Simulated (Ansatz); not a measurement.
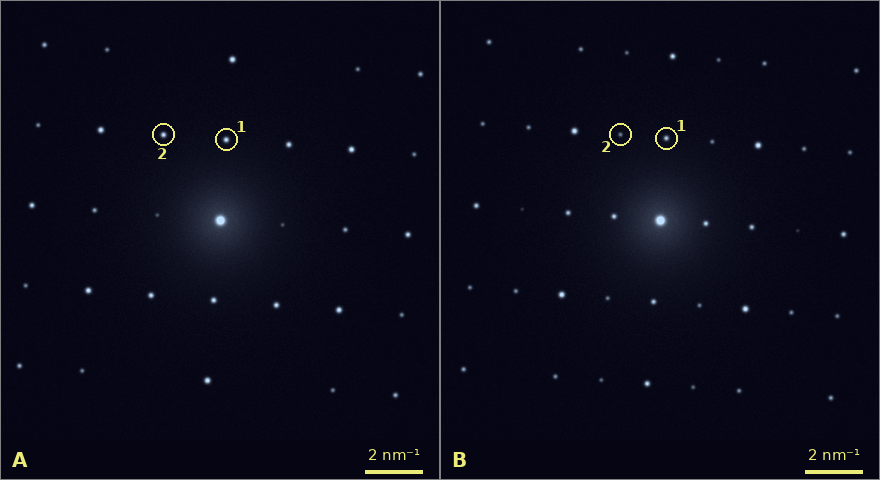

Kinematic electron diffraction patterns (120 kV, B = 0.5 Å², same scale) along [110] of the run's own cell, for the start and the end of one relaxation of BiP with DFT PBE, scalar-relativistic, plane waves, PAW in Ansatz 0.2.0. k mesh 8×8×6. The start is a generated model structure, and the relaxation ends in the nearest stationary point of its symmetry, not necessarily the ground state. Spot 1 is -1 1 0 and spot 2 is -1 1 1 in both.

Start structure:

```yaml
crystal:
  lattice:
    - [4.82699, 0.00000, 0.00000]
    - [0.00000, 4.82699, 0.00000]
    - [0.00000, 0.00000, 6.08241]
  atoms:
    - { symbol: Bi, position: [0.50000, 0.00000, 0.23680] }
    - { symbol: Bi, position: [0.00000, 0.50000, 0.76320] }
    - { symbol: P, position: [0.00000, 0.00000, 0.00000] }
    - { symbol: P, position: [0.50000, 0.50000, 0.00000] }
```

Question: Which pattern belongs to the start structure, and which to the relaxed one?

Answer: B is the start: its cell gives d(1) = 3.413 Å, d(2) = 2.977 Å and an angle of 29.3°. A is the relaxed structure, with d(1) = 3.480 Å (+1.9 %), d(2) = 2.743 Å (-7.9 %) and 38.0°.

Question: Name reflections whose intensity changes strongly on relaxation.

Answer: 2 -2 1 fades out of sight; 0 0 1 goes from 37 to 1.7 % of the strongest spot; 1 -1 1 goes from 7.4 to 59 % of the strongest spot; 2 -2 0 goes from 57 to 100 % of the strongest spot.

Question: What did the relaxation do to the structure and the energy?

Answer: The volume changed by -23.8 % to 26.98 Å³ an atom; with the mean shift removed, the atoms moved by up to 0.29 Å relative to the cell (Bi most); the space group stayed P4/nmm (No. 129); the free energy fell by 53 meV an atom. Relaxed cell: a = 4.921 Å, b = 4.921 Å, c = 4.456 Å, α = 90.00°, β = 90.00°, γ = 90.00°.
